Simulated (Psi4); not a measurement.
# H2 (hydrogen): wB97M-V/cc-pVTZ (sweep point 2)

What is the vertical singlet–triplet gap of H2 (hydrogen) at wB97M-V/cc-pVTZ (sweep point 2)? 

Program for the calculation: Psi4 1.11.

### 1 The molecule

H2 has 2 atoms, charge 0, and is taken as a singlet. SMILES: `[H][H]`. The shape is that of a PBE0-D4/def2-TZVP optimisation.

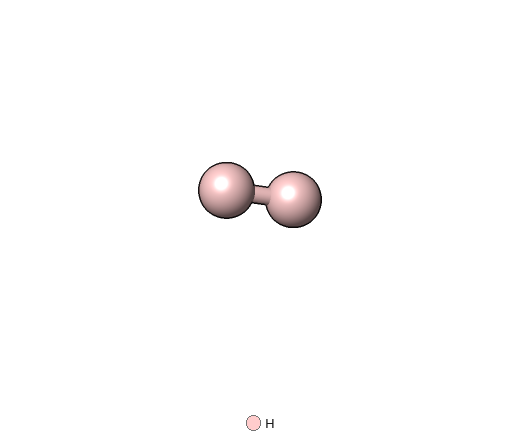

Viewed from a chosen angle; hydrogen pink.

### 2 A single-point energy at wB97M-V/cc-pVTZ (sweep point 2)

Input file h2.inp:

```
memory 1.6 GB

molecule geom {
  H      0.60338955    -0.18746083     0.31274967
  H     -0.60338955     0.18746083    -0.31274967
  units bohr
  symmetry c1
}

set globals {
  basis cc-pVTZ
  puream true
  scf_type pk
  dft_radial_points 99
  dft_spherical_points 590
}

E, wfn = energy("wb97m-v", return_wfn=True)
```

On the command line:

```sh
psi4 -n 1 h2.inp h2.out
```

h2.out (excerpt; [...] marks lines left out):

```text
[...]
  Running in c1 symmetry.
[...]
  Nuclear repulsion =    0.709214244738328
[...]
  Multiplicity = 1
[...]
  Nalpha       = 1
  Nbeta        = 1
[...]
    Number of basis functions: 28
[...]
   @RKS iter   1:    -1.16029476768879   -2.67595e-01   1.72484e-03 ADIIS/DIIS
[...]
   @RKS iter   4:    -1.16131070558436   -3.43900e-07   4.01337e-07 DIIS
[...]
    Orbital Energies [Eh]
    ---------------------
    Doubly Occupied:
       1A     -0.531189
    Virtual:
       2A      0.130354     3A      0.267381     4A      0.537432
       5A      0.607342     6A      0.607342     7A      0.997801
       8A      1.024096     9A      1.024096    10A      1.429954
      11A      2.092646    12A      2.147219    13A      2.958537
      14A      2.958537    15A      3.089594    16A      3.089594
      17A      3.421376    18A      3.675924    19A      3.675924
      20A      3.863005    21A      3.863005    22A      3.880533
      23A      3.880533    24A      4.391850    25A      5.384002
[...]
  @RKS Final Energy:    -1.16131070558436
   => Energetics <=
    Nuclear Repulsion Energy =              0.7092142447383283
    One-Electron Energy =                  -2.4946696289350498
    Two-Electron Energy =                   0.9575339703875295
    DFT Exchange-Correlation Energy =      -0.3422902402736528
    Empirical Dispersion Energy =           0.0000000000000000
    VV10 Nonlocal Energy =                  0.0089009484984850
    Total Energy =                         -1.1613107055843599
[...]
 Multipole Moments:
 ------------------------------------------------------------------------------------
     Multipole            Electronic (a.u.)      Nuclear  (a.u.)        Total (a.u.)
 ------------------------------------------------------------------------------------
 L = 1.  Multiply by 2.5417464519 to convert [e a0] to [Debye]
 Dipole X            :          0.0000000            0.0000000            0.0000000
 Dipole Y            :          0.0000000            0.0000000            0.0000000
 Dipole Z            :         -0.0000000            0.0000000           -0.0000000
 Magnitude           :                                                    0.0000000
[...]
```

Run time: 9.6 s. Hardware: 1 thread of Intel Xeon Platinum 8259CL at 2.50GHz (Skylake/Cascade Lake), shared host; peak memory 0.44 GiB.

### 3 The triplet

Input file calc.dat:

```
memory 1600 MB

molecule molecule1 {
  0 3
  H      0.60338955    -0.18746083     0.31274967
  H     -0.60338955     0.18746083    -0.31274967
  units bohr
  symmetry c1
}

set basis cc-pVTZ
set reference uks
set puream true
set scf_type pk
set dft_radial_points 99
set dft_spherical_points 590
set maxiter 150

energy("wb97m-v")
```

On the command line:

```sh
psi4 -n 1 calc.dat calc.out
```

calc.out:

```text
[...]
  Running in c1 symmetry.
[...]
  Nuclear repulsion =    0.709214244738328
[...]
  Multiplicity = 3
[...]
  Nalpha       = 2
  Nbeta        = 0
[...]
    Number of basis functions: 28
[...]
   @UKS iter   1:    -0.75394852678499    1.38751e-01   4.39084e-03 DIIS/ADIIS
[...]
   @UKS iter   5:    -0.77117977156489   -4.36731e-08   9.29203e-07 DIIS
[...]
   @S^2 Observed:                2.000000000E+00
[...]
    Orbital Energies [Eh]
    ---------------------
    Alpha Occupied:
       1A     -0.749391     2A     -0.173016
    Alpha Virtual:
       3A      0.188809     4A      0.407983     5A      0.476397
       6A      0.476397     7A      0.866779     8A      0.904881
       9A      0.904881    10A      1.337840    11A      1.833381
      12A      1.905048    13A      2.729574    14A      2.729575
      15A      2.847313    16A      2.847313    17A      3.081227
      18A      3.375332    19A      3.375332    20A      3.587158
      21A      3.587158    22A      3.616659    23A      3.616660
      24A      4.044073    25A      5.036676    26A      5.052939
[...]
  @UKS Final Energy:    -0.77117977156489
   => Energetics <=
    Nuclear Repulsion Energy =              0.7092142447383283
    One-Electron Energy =                  -1.8573153500711732
    Two-Electron Energy =                   0.6754908367446499
    DFT Exchange-Correlation Energy =      -0.3073445615491965
    Empirical Dispersion Energy =           0.0000000000000000
    VV10 Nonlocal Energy =                  0.0087750585725006
    Total Energy =                         -0.7711797715648909
[...]
 Multipole Moments:
 ------------------------------------------------------------------------------------
     Multipole            Electronic (a.u.)      Nuclear  (a.u.)        Total (a.u.)
 ------------------------------------------------------------------------------------
 L = 1.  Multiply by 2.5417464519 to convert [e a0] to [Debye]
 Dipole X            :          0.0000000            0.0000000            0.0000000
 Dipole Y            :          0.0000000            0.0000000            0.0000000
 Dipole Z            :         -0.0000000            0.0000000           -0.0000000
 Magnitude           :                                                    0.0000000
[...]
```

It took 11 s on 1 thread of Intel Xeon Platinum 8259CL at 2.50GHz (Skylake/Cascade Lake), shared host; peak memory 0.44 GiB.

### 4 Outcome

Level: wB97M-V/cc-pVTZ (sweep point 2).

| quantity | value |
| --- | --- |
| singlet: total energy | -1.16131 Eh |
| singlet: dipole moment | 0.00 D |
| singlet: HOMO energy | -14.45 eV |
| singlet: LUMO energy | 3.55 eV |
| singlet: HOMO–LUMO gap | 18.00 eV |
| triplet: total energy | -0.77118 Eh |
| triplet: dipole moment | 0.00 D |
| triplet: HOMO energy (highest over α and β) | -4.71 eV |
| triplet: ⟨S²⟩ | 2.000 |
| vertical energy of the triplet above the singlet | 10.616 eV |

In words: At this shape the triplet lies 10.62 eV (245 kcal/mol) above the singlet.
